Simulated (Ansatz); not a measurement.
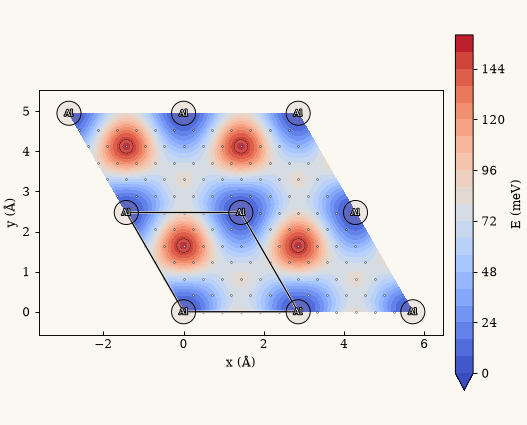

Cl on an Al(111) slab cut from the Fm-3m phase, its upper half relaxed before the scan (12 atoms of substrate and one adsorbate in a 2 × 2 cell). Cl is moved over the surface cell; relaxed at each place: the height of the adsorbate's atoms; substrate rigid; the origin of the map has the adsorbate above Al9. Places are given modulo a cell vector. The map is drawn in real space over the plane of the surface. Grid: 6 × 6 points; 10 points were computed and 26 follow by symmetry. Places are given in fractions of the 1 × 1 surface cell. Energies: meV, counted from the lowest grid point. Method: Ansatz 0.2.0, DFT PBE, scalar-relativistic, plane waves, PAW. Settings: cutoff 420 eV, k-mesh 6×6×1, gaussian smearing 0.1 eV, no spin polarisation.

Drawn: filled contours, dots at the grid points, labelled circles for the atoms of the top layer and small ones for the second layer, the outline of one cell of the 2 × 2 shown. Between grid points the surface is interpolated.

The lowest grid point is at the top site over a surface Al atom, (0/6, 0/6) of the cell vectors. The highest grid point, a threefold hollow over a second-layer Al atom, (2/6, 4/6) of the cell vectors, lies 153 meV above the lowest. On the interpolated surface the easiest way out of the lowest well to its copy in the next cell or period passes a barrier of about 75 meV. At the lowest point the adsorbate has 1 Al at 2.24 Å as nearest neighbours, at the highest 3 Al at 2.67 Å. Its relaxed height above the top atom is 2.24 Å at the lowest and 2.10 Å at the highest point.

The system is changed to Cl on a Rh(111) slab cut from the Fm-3m phase, its upper half relaxed before the scan (12 atoms of substrate and one adsorbate in a 2 × 2 cell); all else is set up alike.

Question: What does this change do to the map?

Answer: The minimum (interpolated where it lies between grid points) moves from the top site over a surface Al atom, (0/6, 0/6) of the cell vectors to a threefold hollow over a third-layer Rh atom, (4/6, 2/6) of the cell vectors. The highest place moves from a threefold hollow over a second-layer Al atom, (2/6, 4/6) of the cell vectors to the top site over a surface Rh atom, (0/6, 0/6) of the cell vectors. The span from the lowest to the highest grid point grows from 153 to 442 meV. The easiest pass out of the lowest well goes from about 75 to about 141 meV on the interpolated surfaces. Higher wells of the new map: a threefold hollow over a second-layer Rh atom, (2/6, 4/6) of the cell vectors, 110 meV up (that grid point lay 153 meV up before). In the new map: at the lowest point the adsorbate has 3 Rh at 2.47 Å as nearest neighbours, at the highest 1 Rh at 2.28 Å. Its relaxed height above the top atom is 1.91 Å at the lowest and 2.28 Å at the highest point.

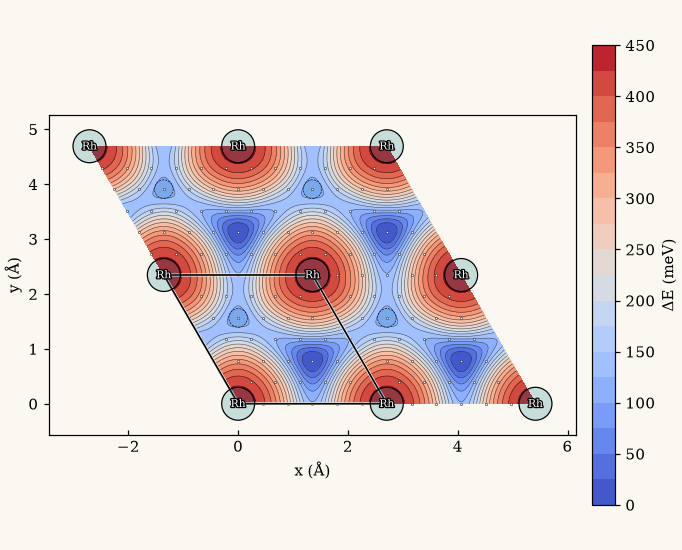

The map after the change, on a colour scale of its own. In the figure: filled contours, dots at the grid points, labelled circles for the atoms of the top layer and small ones for the second layer, the outline of one cell of the 2 × 2 shown. Between grid points the surface is interpolated.

PAW datasets: the set soft_1.
